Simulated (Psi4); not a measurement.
# InCl (SMILES [Cl][In]): SVWN5/def2-TZVPPD (core potential)

What is the vertical singlet–triplet gap of InCl at SVWN5/def2-TZVPPD (core potential)? Input form: a Python script.

The calculation is run with Psi4 1.11.

2 further runs of the same task are left out: 1 that didn't finish, 1 set aside as unsound or not needed.

### 1 The system as given

InCl has 2 atoms, charge 0, and is taken as a singlet. As SMILES, `[Cl][In]`. Geometry: relaxed at PBE0-D4/def2-TZVP.

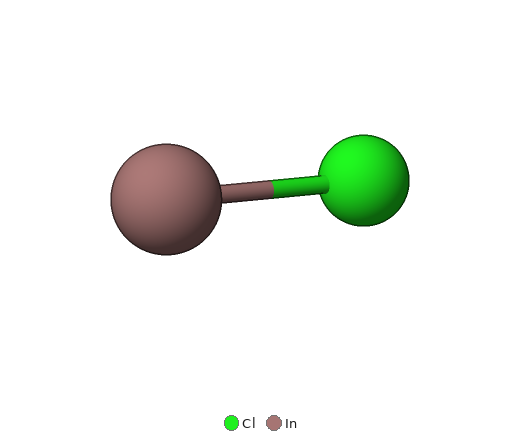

Viewed from a chosen angle; chlorine green, indium brown.

### 2 A single-point energy at SVWN5/def2-TZVPPD (core potential)

Contents of clin.xyz:

```xyz
2
ClIn
Cl     0.000000     0.000000    -0.013930
In     0.000000     0.000000     2.399590
```

Contents of run.py:

```python
import psi4

psi4.set_memory('2200 MB')
psi4.set_num_threads(1)
psi4.core.set_output_file('psi4.out', False)

with open('clin.xyz') as f:
    atoms = ''.join(f.readlines()[2:])
mol = psi4.geometry('0 1\n' + atoms + 'symmetry c1')

options = {'basis': 'def2-TZVPPD', 'puream': True, 'e_convergence': 1e-09, 'd_convergence': 1e-08, 'scf_type': 'pk', 'dft_radial_points': 99, 'dft_spherical_points': 590}
psi4.set_options(options)

e, wfn = psi4.energy('scf', dft_functional={"name": "SVWN5", "x_functionals": {"LDA_X": {}}, "c_functionals": {"LDA_C_VWN": {}}}, molecule=mol, return_wfn=True)
print(f'total energy {e:.8f} hartree = {e * 27.211386:.5f} eV')
for k, v in sorted(psi4.core.scalar_variables().items()):
    print(f'{k:45s} {v:18.10f}')
```

Run with:

```
python run.py
```

psi4.out:

```text
[...]
    !!!  WARNING: ECP capability is in beta. Please check occupations closely.  !!!
[...]
  Running in c1 symmetry.
[...]
  Nuclear repulsion =   78.274165620831809
[...]
  Multiplicity = 1
[...]
  Nalpha       = 19
  Nbeta        = 19
[...]
    Number of basis functions: 107
[...]
   @RKS iter   1:  -648.42087151724331   -6.52564e-01   6.71561e-03 ADIIS/DIIS
[...]
   @RKS iter  12:  -648.64082241825463   -2.27374e-13   3.21875e-10 DIIS
[...]
    Orbital Energies [Eh]
    ---------------------
    Doubly Occupied:
       1A   -100.256042     2A     -9.093003     3A     -6.946761
       4A     -6.944445     5A     -6.944445     6A     -4.482083
       7A     -2.926494     8A     -2.926494     9A     -2.919614
      10A     -0.721454    11A     -0.700237    12A     -0.700237
      13A     -0.695035    14A     -0.695035    15A     -0.669979
      16A     -0.359993    17A     -0.263846    18A     -0.263846
      19A     -0.241872
[...]
  @RKS Final Energy:  -648.64082241825463
   => Energetics <=
    Nuclear Repulsion Energy =             78.2741656208318091
    One-Electron Energy =               -1126.9725097265024942
    Two-Electron Energy =                 443.1779469951428609
    DFT Exchange-Correlation Energy =     -43.1204253077268334
    Empirical Dispersion Energy =           0.0000000000000000
    VV10 Nonlocal Energy =                  0.0000000000000000
    Total Energy =                       -648.6408224182546292
[...]
 Multipole Moments:
 ------------------------------------------------------------------------------------
     Multipole            Electronic (a.u.)      Nuclear  (a.u.)        Total (a.u.)
 ------------------------------------------------------------------------------------
 L = 1.  Multiply by 2.5417464519 to convert [e a0] to [Debye]
 Dipole X            :         -0.0000000            0.0000000           -0.0000000
 Dipole Y            :         -0.0000000            0.0000000           -0.0000000
 Dipole Z            :         38.4355456          -37.0969316            1.3386140
 Magnitude           :                                                    1.3386140
[...]
```

Standard output:

```text
total energy -648.64082242 hartree = -17650.41579 eV
CURRENT ENERGY                                   -648.6408224183
CURRENT REFERENCE ENERGY                         -648.6408224183
DD SOLVATION ENERGY                                 0.0000000000
DFT FUNCTIONAL TOTAL ENERGY                      -648.6408224183
DFT TOTAL ENERGY                                 -648.6408224183
DFT VV10 ENERGY                                     0.0000000000
DFT XC ENERGY                                     -43.1204253077
GRID ELECTRONS ALPHA                               19.0000001200
GRID ELECTRONS BETA                                19.0000001200
GRID ELECTRONS TOTAL                               38.0000002399
NUCLEAR REPULSION ENERGY                           78.2741656208
ONE-ELECTRON ENERGY                             -1126.9725097265
PCM POLARIZATION ENERGY                             0.0000000000
PE ENERGY                                           0.0000000000
SCF ITERATION ENERGY                             -648.6408224183
SCF ITERATIONS                                     12.0000000000
SCF TOTAL ENERGY                                 -648.6408224183
TWO-ELECTRON ENERGY                               443.1779469951
XC GRID RADIAL POINTS                              99.0000000000
XC GRID SPHERICAL POINTS                          590.0000000000
XC GRID TOTAL POINTS                           112771.0000000000
```

It took 5.1 s on 1 thread of Intel Xeon 6975P-C (Granite Rapids), shared host; peak memory 0.53 GiB.

### 3 The triplet, same level

Contents of run.py:

```python
import psi4

psi4.set_memory('2200 MB')
psi4.set_num_threads(1)
psi4.core.set_output_file('output.dat', False)

m = psi4.geometry("""
0 3
Cl     0.000000     0.000000    -0.013930
In     0.000000     0.000000     2.399590
symmetry c1
""")

options = {'basis': 'def2-TZVPPD', 'reference': 'uks', 'puream': True, 'e_convergence': 1e-09, 'd_convergence': 1e-06, 'scf_type': 'pk', 'dft_radial_points': 99, 'dft_spherical_points': 590, 'maxiter': 150, 'level_shift': 0.3, 'level_shift_cutoff': 1e-09}
psi4.set_options(options)

energy_value, wavefunction = psi4.energy("scf", dft_functional={"name": "SVWN5", "x_functionals": {"LDA_X": {}}, "c_functionals": {"LDA_C_VWN": {}}}, molecule=m, return_wfn=True)
psi4.oeprop(wavefunction, "WIBERG_LOWDIN_INDICES", "MULLIKEN_CHARGES", "LOWDIN_CHARGES")
print('E =', round(energy_value, 9))
for k, v in sorted(psi4.core.scalar_variables().items()):
    print(f'{k:45s} {v:18.10f}')
```

Run with:

```
python run.py
```

output.dat (excerpt; [...] marks lines left out):

```text
[...]
    !!!  WARNING: ECP capability is in beta. Please check occupations closely.  !!!
[...]
  Running in c1 symmetry.
[...]
  Nuclear repulsion =   78.274165620831809
[...]
  Multiplicity = 3
[...]
  Nalpha       = 20
  Nbeta        = 18
[...]
    Number of basis functions: 107
[...]
   @UKS iter   1:  -648.10948707808734   -3.41180e-01   7.18376e-03 ADIIS/DIIS/SHIFT
[...]
   @UKS iter  27:  -648.50394348063958   -5.42855e-10   1.86201e-07 DIIS/SHIFT
[...]
   @S^2 Observed:                2.001580947E+00
[...]
  @UKS Final Energy:  -648.50394348063958
   => Energetics <=
    Nuclear Repulsion Energy =             78.2741656208318091
    One-Electron Energy =               -1125.6085378850957568
    Two-Electron Energy =                 441.9024106534988050
    DFT Exchange-Correlation Energy =     -43.0719818698744632
    Empirical Dispersion Energy =           0.0000000000000000
    VV10 Nonlocal Energy =                  0.0000000000000000
    Total Energy =                       -648.5039434806395775
[...]
 Multipole Moments:
 ------------------------------------------------------------------------------------
     Multipole            Electronic (a.u.)      Nuclear  (a.u.)        Total (a.u.)
 ------------------------------------------------------------------------------------
 L = 1.  Multiply by 2.5417464519 to convert [e a0] to [Debye]
 Dipole X            :         -0.0000003            0.0000000           -0.0000003
 Dipole Y            :         -0.0000060            0.0000000           -0.0000060
 Dipole Z            :         37.8249027          -37.0969316            0.7279711
 Magnitude           :                                                    0.7279711
[...]
  Mulliken Charges: (a.u.)
   Center  Symbol    Alpha    Beta     Spin     Total
       1    CL     8.79319  8.45100  0.34219 -0.24420
       2    IN    11.20681  9.54900  1.65781  0.24420
   Total alpha = 20.00000, Total beta = 18.00000, Total charge = -0.00000
  Lowdin Charges: (a.u.)
   Center  Symbol    Alpha    Beta     Spin     Total
       1    CL     8.83569  8.35211  0.48358 -0.18780
       2    IN    11.16431  9.64789  1.51642  0.18780
  Total alpha = 20.00000, Total beta = 18.00000, Total charge = -0.00000
[...]
```

Standard output:

```text
E = -648.503943481
CURRENT ENERGY                                   -648.5039434806
CURRENT REFERENCE ENERGY                         -648.5039434806
DD SOLVATION ENERGY                                 0.0000000000
DFT FUNCTIONAL TOTAL ENERGY                      -648.5039434806
DFT TOTAL ENERGY                                 -648.5039434806
DFT VV10 ENERGY                                     0.0000000000
DFT XC ENERGY                                     -43.0719818699
GRID ELECTRONS ALPHA                               20.0000001265
GRID ELECTRONS BETA                                18.0000001253
GRID ELECTRONS TOTAL                               38.0000002519
NUCLEAR REPULSION ENERGY                           78.2741656208
ONE-ELECTRON ENERGY                             -1125.6085378851
PCM POLARIZATION ENERGY                             0.0000000000
PE ENERGY                                           0.0000000000
SCF ITERATION ENERGY                             -648.5039434806
SCF ITERATIONS                                     27.0000000000
SCF TOTAL ENERGY                                 -648.5039434806
TWO-ELECTRON ENERGY                               441.9024106535
XC GRID RADIAL POINTS                              99.0000000000
XC GRID SPHERICAL POINTS                          590.0000000000
XC GRID TOTAL POINTS                           112771.0000000000
```

Run time: 13 s. Hardware: 1 thread of Intel Xeon 6975P-C (Granite Rapids), shared host; peak memory 0.53 GiB.

### 4 What came out

Level: SVWN5/def2-TZVPPD (core potential).

| quantity | value |
| --- | --- |
| singlet: total energy | -648.64082 Eh |
| singlet: dipole moment | 3.40 D |
| singlet: HOMO energy | -6.58 eV |
| singlet: LUMO energy | -2.71 eV |
| singlet: HOMO–LUMO gap | 3.88 eV |
| triplet: total energy | -648.50394 Eh |
| triplet: dipole moment | 1.85 D |
| triplet: HOMO energy (highest over α and β) | -3.29 eV |
| triplet: ⟨S²⟩ | 2.002 |
| vertical energy of the triplet above the singlet | 3.725 eV |

**Reading.** At this shape the triplet lies 3.72 eV (359 kJ/mol) above the singlet.
